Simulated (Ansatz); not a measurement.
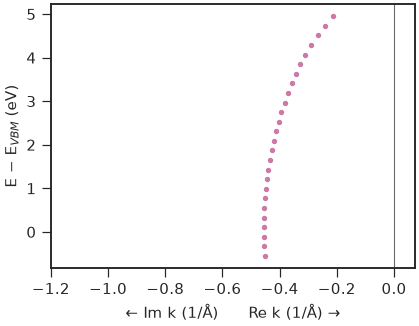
*Complex bands at the centre of the two-dimensional zone; Ansatz (a quantum-chemistry and plane-wave program) with r2SCAN*

No gap correction and no spin-orbit coupling; mid-gap is the computed energy nearest the middle.

Question: This is BN (P6_3/mmc, 4 atoms a cell, 9.0 Å³ an atom) along the normal of (001). Read off the slowest decay at the centre of the two-dimensional zone at 2.31 eV, the computed energy nearest the middle of the gap.

Answer: κ ≈ 0.41 1/Å, a decay length 1/(2κ) of the density of 1.2 Å.
